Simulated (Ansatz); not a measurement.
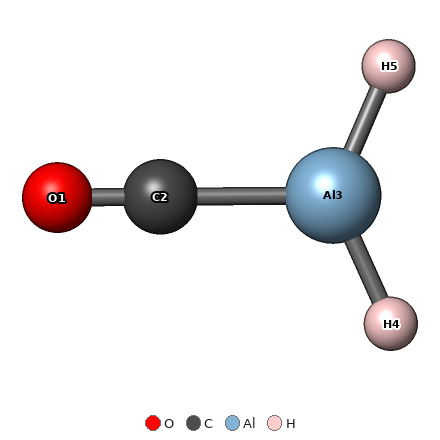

The system is CH2AlO, SMILES O=[C][AlH2], spin multiplicity 2; the picture shows the reference structure. First axis: bond length Al3–H5. Second axis: angle H5–Al3–H4. Nothing is relaxed (all other coordinates rigid). The scan uses an 11 × 11 grid. Points are written as (first, second). All energies are given in kJ/mol relative to the relaxed molecule at the same level. The calculation used Ansatz, UKS BHLYP-D4/def2-TZVP.

Its coordinates:

```xyz
5

O     0.2344   -1.1691    1.9815
C     0.1188   -0.5922    1.0035
Al   -0.0754    0.3758   -0.6367
H    -1.3096   -0.0600   -1.4797
H     1.0319    1.4454   -0.8685
```

Range: bond length Al3–H5 from 1.308 to 2.024 Å; angle H5–Al3–H4 from 107.5 to 157.5°.

> What landscape does the calculation give?

The lowest grid point is at (1.523 Å, 132.5°), 0.9 kJ/mol from the relaxed molecule at the same level. No other kind of well shows on this grid. The highest grid point, (2.024 Å, 107.5°), lies 112 kJ/mol above the lowest. Round the minimum the two coordinates are nearly uncoupled.

| angle H5–Al3–H4 ↓, bond length Al3–H5 → | 1.308 | 1.379 | 1.451 | 1.523 | 1.594 | 1.666 | 1.737 | 1.809 | 1.881 | 1.952 | 2.024 |
| --- | --- | --- | --- | --- | --- | --- | --- | --- | --- | --- | --- |
| 157.5 | 96 | 61 | 41 | 32 | 31 | 36 | 46 | 60 | 76 | 93 | 112 |
| 152.5 | 84 | 50 | 29 | 20 | 20 | 26 | 36 | 50 | 67 | 84 | 103 |
| 147.5 | 75 | 41 | 20 | 12 | 11 | 18 | 28 | 43 | 59 | 77 | 96 |
| 142.5 | 69 | 34 | 14 | 6 | 6 | 12 | 23 | 37 | 54 | 72 | 92 |
| 137.5 | 65 | 30 | 11 | 2 | 2 | 9 | 20 | 34 | 51 | 69 | 89 |
| 132.5 | 64 | 29 | 9 | 1 | 1 | 7 | 19 | 33 | 50 | 68 | 88 |
| 127.5 | 65 | 30 | 11 | 2 | 2 | 9 | 20 | 34 | 51 | 70 | 89 |
| 122.5 | 68 | 34 | 14 | 6 | 6 | 12 | 23 | 38 | 55 | 73 | 92 |
| 117.5 | 75 | 40 | 20 | 11 | 11 | 18 | 29 | 43 | 60 | 78 | 97 |
| 112.5 | 83 | 49 | 28 | 20 | 19 | 26 | 36 | 51 | 67 | 85 | 104 |
| 107.5 | 94 | 60 | 39 | 31 | 30 | 36 | 47 | 61 | 77 | 94 | 113 |

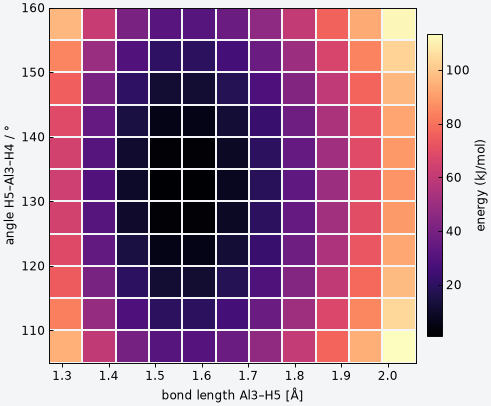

In the figure: one coloured cell a grid point.

Each point was launched as `ansatz run input.yaml --threads 1 --pin off --max-ram 2560MiB --backend cpu --events-out ev --progress --plain --runs-dir out`. Time for the 121 points that were run: 21 min on 1 thread of Arm Neoverse N1, on a shared host.
